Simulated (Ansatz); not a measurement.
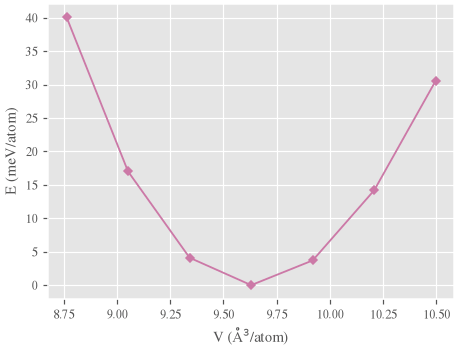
Figure: MgB₂ in space group P6/mmm (No. 191; Mg on 1a, B on 2d) under volume change, PBE in the plane-wave PAW code Ansatz, shape and atoms relaxed at each volume.

**Question.** What does a third-order Birch–Murnaghan fit give for V₀, B₀ and B′?

**Answer.** V₀ = 9.63 Å³/atom, B₀ = 143 GPa, B′ = 3.5.

Symmetry was held in the PBE relaxation.

Potentials: the later of the program's two PAW sets.
